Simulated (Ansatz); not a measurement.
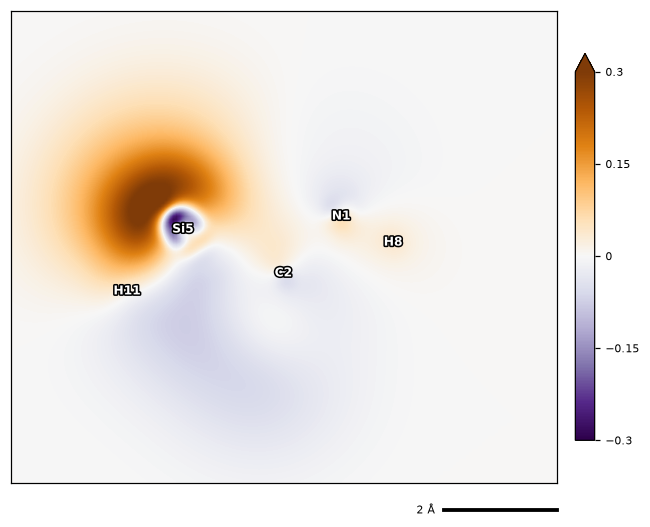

The picture shows: CH6ClNO2Si. The LUMO on the plane of atoms N1, C2 and Si5 (values in Å⁻³ᐟ²; the overall sign is arbitrary).

Theory: Ansatz 0.2.0, RKS PBE/def2-SVP.

```xyz
12

N    -1.0975   -0.3165   -1.0979
C    -0.1402   -0.4779   -0.0486
O     0.8391   -1.4568   -0.3844
O    -0.7774   -0.9459    1.1268
Si    0.8118    1.1720    0.3096
Cl   -0.4620    2.5212    1.2860
H    -0.6564    0.0428   -1.9536
H    -1.5028   -1.2396   -1.3191
H     1.2350   -1.7607    0.4575
H    -1.4444   -0.2705    1.3649
H     1.9465    0.8621    1.2415
H     1.3256    1.8146   -0.9486
```

**Where does this orbital lie, and at what energy?**

Its weight (Hirshfeld) is mainly on Si5 (about 45 %), Cl6 (about 25 %) and O3 (about 5 %). Its energy is −0.44 eV.
